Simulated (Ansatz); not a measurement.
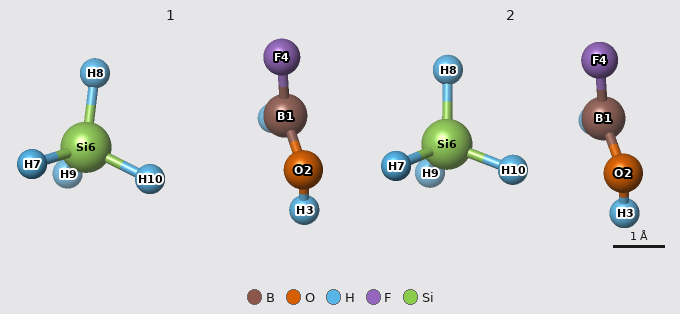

Two geometries of BSiH6OF, drawn at one scale. One is the start of a relaxation, the other its converged end. A ball-and-stick model, seen face on.

Level of theory: RKS PBE0/6-31G* in Ansatz. Set-up: no spin polarisation; force threshold 0.03 eV/Å; at most 50 steps.

Which one is relaxed?

Answer. Structure 1 is the relaxed one. The run prepares an end point of a later path (reaction) calculation, from a guessed geometry. The largest move after the best rigid fit is that of an H atom, 0.49 Å. Largest moves by element: H 0.49 Å, F 0.45 Å, B 0.44 Å, Si 0.42 Å, O 0.41 Å. Among the contacts that change: B–O 1.378 → 1.350 Å, H–Si 1.471 → 1.489 Å. After 6 geometry steps the energy has fallen by 5.07 kcal/mol. The largest force component goes from 0.94 to 0.028 eV/Å. The run took 26 s on 1 thread of Arm Neoverse V2, on a shared host, peak memory 0.17 GiB.
